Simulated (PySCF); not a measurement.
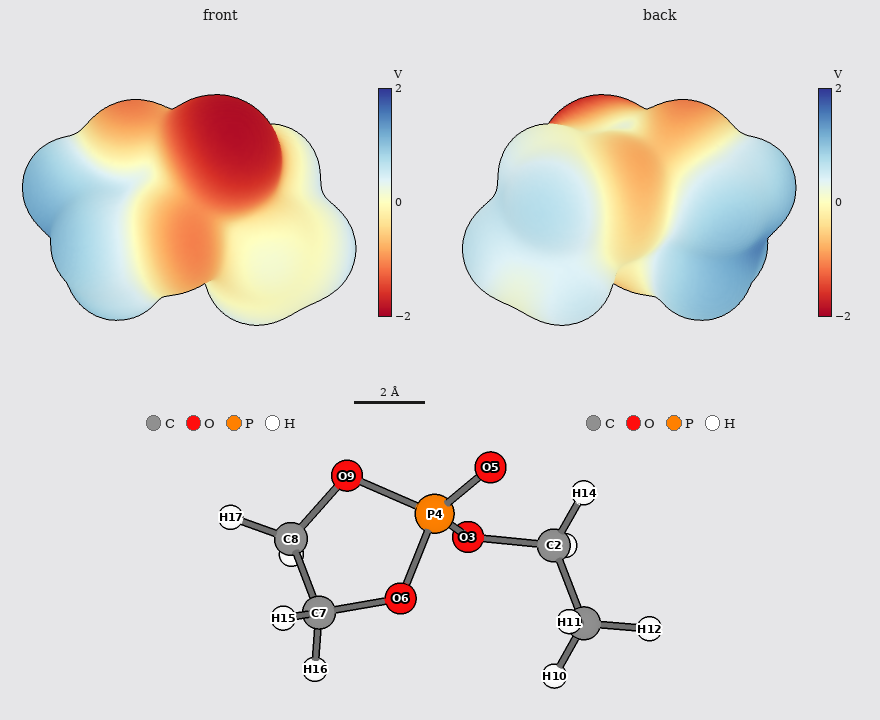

Figure. C4H9O4P (SMILES CCOP1(=O)OCCO1). The electrostatic potential painted on the density surface at 0.001 e/bohr³, seen from the front and from behind; red is negative and blue positive. The bare structure is drawn below in the same view.

Geometry: GFN2-xTB.

These are results of PySCF 2.14.0, PBE0/pcSseg-1, SCF density, gas phase, non-relativistic, not measurements.

```yaml
atoms:
  - { symbol: C, position_ang: [2.3523, -0.9717, -0.0264] }
  - { symbol: C, position_ang: [2.0762, 0.4861, -0.3471] }
  - { symbol: O, position_ang: [0.6865, 0.7138, -0.5461] }
  - { symbol: P, position_ang: [-0.2509, 0.6896, 0.7567] }
  - { symbol: O, position_ang: [0.4004, 1.0733, 1.9938] }
  - { symbol: O, position_ang: [-0.9764, -0.7620, 0.7352] }
  - { symbol: C, position_ang: [-2.1611, -0.7413, -0.0265] }
  - { symbol: C, position_ang: [-2.3507, 0.7068, -0.5371] }
  - { symbol: O, position_ang: [-1.5274, 1.5269, 0.2615] }
  - { symbol: H, position_ang: [2.0068, -1.6106, -0.8358] }
  - { symbol: H, position_ang: [1.8194, -1.2398, 0.8841] }
  - { symbol: H, position_ang: [3.4180, -1.1254, 0.1208] }
  - { symbol: H, position_ang: [2.5558, 0.7916, -1.2808] }
  - { symbol: H, position_ang: [2.4251, 1.1207, 0.4723] }
  - { symbol: H, position_ang: [-2.9868, -1.0457, 0.6245] }
  - { symbol: H, position_ang: [-2.0733, -1.4464, -0.8574] }
  - { symbol: H, position_ang: [-3.3795, 1.0537, -0.4262] }
  - { symbol: H, position_ang: [-2.0432, 0.7867, -1.5839] }
```

Q: Where is the surface potential most negative and most positive?

A: The most negative region (about −1.9 V, or −44 kcal/mol for a unit charge) lies over O5, the most positive (about +1.4 V, or +32 kcal/mol for a unit charge) over C7 and C8. O5 is the likeliest acceptor of a hydrogen bond.

Q: What dipole moment does the calculation give?

A: Its dipole moment is 4.34 D.
